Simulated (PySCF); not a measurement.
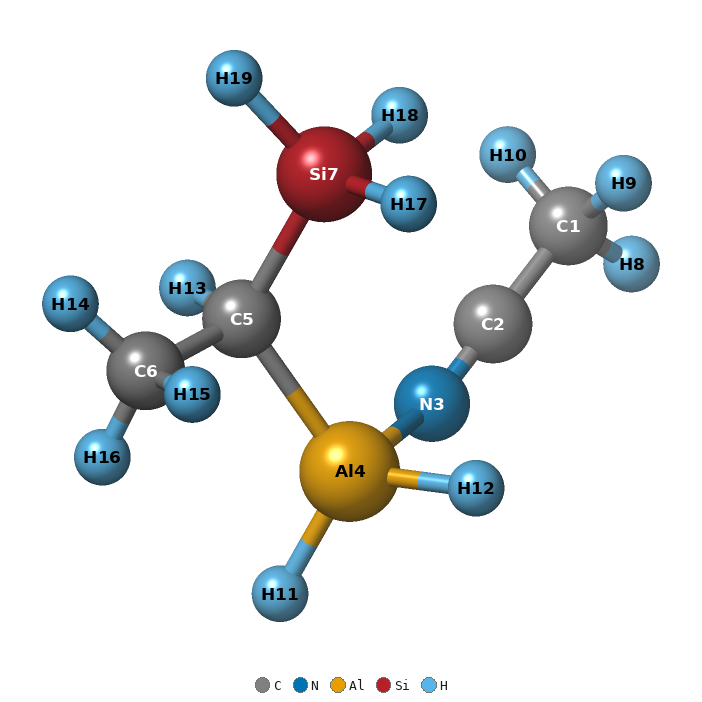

The computed structure is the end point of a GFN2-xTB optimisation. No frequency run is at hand to confirm it as a minimum. Electric field gradients from the ground-state density, PBE0/pcSseg-1 (PySCF 2.14.0), non-relativistic apart from any core potentials.

Give the largest field-gradient component, the quadrupole coupling constant and the asymmetry for 14N at N3 (Q = 20.44 mb), 27Al at Al4 (Q = 146.6 mb), 2H at H8 (Q = 2.86 mb), 2H at H9 (Q = 2.86 mb), 2H at H10 (Q = 2.86 mb), 2H at H11 (Q = 2.86 mb).

```tsv
atom	V_zz (a.u.)	e²qQ/h (MHz)	η
N3	−0.602	−2.89	0.06
Al4	0.964	33.2	0.20
H8	0.302	0.203	0.05
H9	0.301	0.202	0.05
H10	0.301	0.202	0.05
H11	0.129	0.087	0.05
```

The geometry is semi-empirical. Around Al, Si such bond lengths and angles can be off by a tenth of an ångström or more and by several degrees, and values that hang on the shape move with them.
